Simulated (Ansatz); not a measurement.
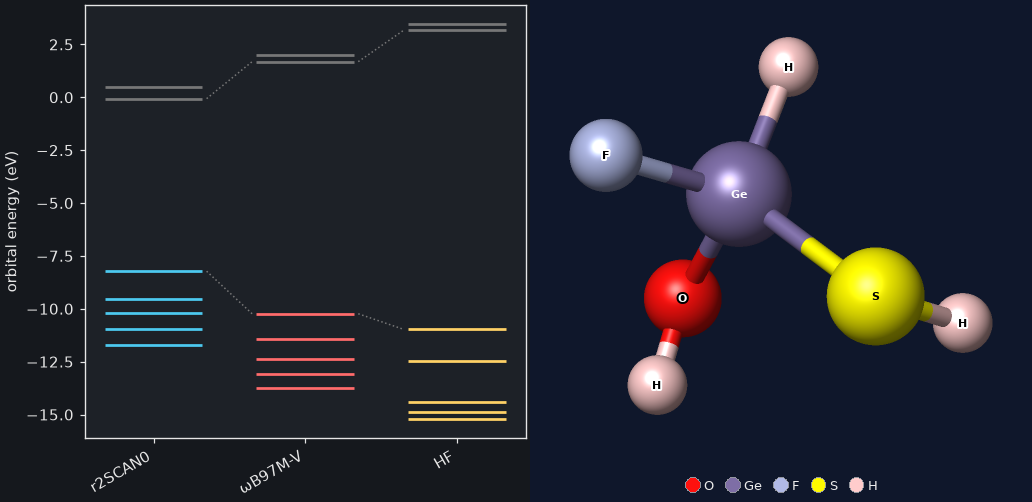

Frontier orbital energies of GeH₃SOF, SMILES [OH][Ge@@H]([F])[SH], singlet at one geometry, def2-TZVPP, the Ansatz code 0.2.0, at a PBE0-D4/def2-TZVP geometry (a minimum by its frequencies). Empty levels are grey, levels within 0.1 eV stand side by side; all columns show the same few orbitals around the gap. Dotted lines join the HOMOs and the LUMOs.

### Compare the HOMO-LUMO separations.

The separation grows from 8.16 eV (r2SCAN0) to 14.15 eV (HF).

```
  level  HOMO (eV)  LUMO (eV)  separation (eV)
r2SCAN0      −8.22      −0.06             8.16
ωB97M-V     −10.23       1.69            11.92
     HF     −10.98       3.17            14.15
```

Limits of at least one run: empty levels above zero depend strongly on the basis; no scalar relativity up to krypton.
